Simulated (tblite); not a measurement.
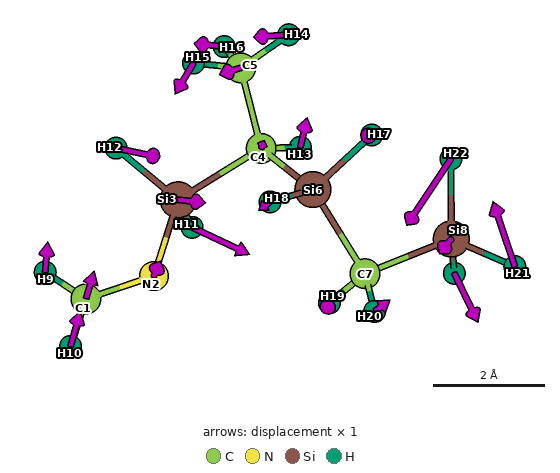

This is a relaxation of C$_{4}$H$_{15}$NSi$_{3}$. The starting structure is drawn; purple arrows show the displacements, at their true length. The two geometries are superimposed by the best rigid fit.

A ball-and-stick model, seen face on.

Level of theory: GFN2-xTB geometry optimisation, gas phase in tblite 0.8.0. 

Describe the change and its energy.

Answer. Over 262 geometry steps the energy falls by 77.6 kJ/mol. The atom that moves furthest after the best rigid fit is an H atom (2.17 Å). By element the largest moves are H 2.17 Å, Si 0.69 Å, C 0.59 Å, N 0.46 Å. Some distances before and after: C–Si 1.844 → 1.904 Å, C–N 1.301 → 1.246 Å, C–H 1.135 → 1.094 Å, C–Si 1.865 → 1.895 Å. Bond angles that change, for instance: C–N–Si 116.7° → 134.6°, N–Si–C 115.6° → 104.9°, Si–C–Si 106.0° → 115.9°. Groups turn about C–Si by about 55°, N–Si by about 45°, C–Si by about 40°. The run took 5 s on 1 thread of Arm Neoverse N1, on a shared host.
